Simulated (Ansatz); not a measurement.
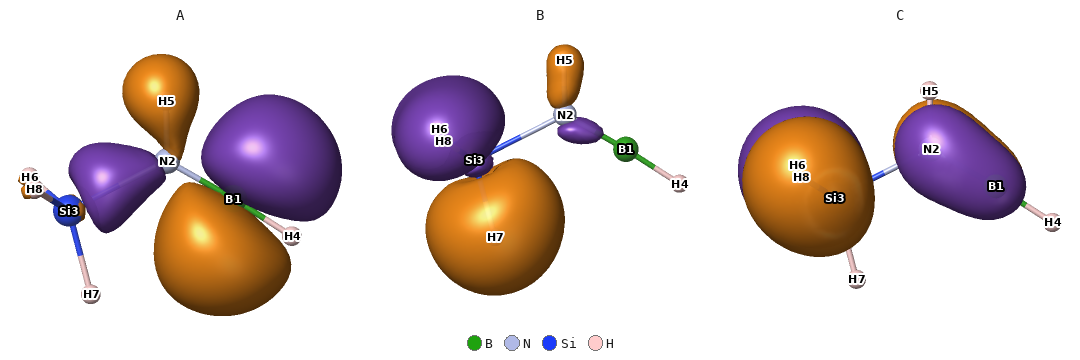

*BH$_{5}$NSi (SMILES B=[NH+][SiH3]) (charge +1). Three frontier orbitals at ±0.1 Å⁻³ᐟ² (orange and purple are the two phases), in no order.*

Geometry: PBE0-D3(BJ)/def2-SVP.

Level of theory: isolated molecule in a Gaussian basis; Kohn-Sham density functional theory, functional PBE0 (Ansatz).

```tsv
atom	x (Å)	y (Å)	z (Å)
B	-0.5955	-0.4357	-1.7841
N	0.0337	-0.9997	-0.7883
Si	1.5748	-0.2746	0.0058
H	-1.1240	0.1227	-2.6868
H	-0.2981	-1.8854	-0.3888
H	2.6022	-1.3177	-0.2054
H	1.7785	0.9636	-0.7817
H	1.1741	-0.0537	1.4126
```

Order the three orbitals by energy and name them.

Answer. B is the HOMO−1 (−15.21 eV). By Hirshfeld shares it lies mainly on Si3 (about 45 %), H7 (about 35 %), H6 (about 10 %) and H8 (about 10 %). C is the HOMO (−14.70 eV). Its weight (Hirshfeld) is mainly on Si3 (about 30 %), H6 (about 20 %), H8 (about 20 %), N2 (about 15 %) and B1 (about 10 %). A is the LUMO (−7.71 eV). By Hirshfeld shares it lies mainly on B1 (about 65 %), N2 (about 10 %), H4 (about 10 %) and Si3 (about 5 %).

What is the HOMO–LUMO gap?

Answer. 6.99 eV between the orbital energies.
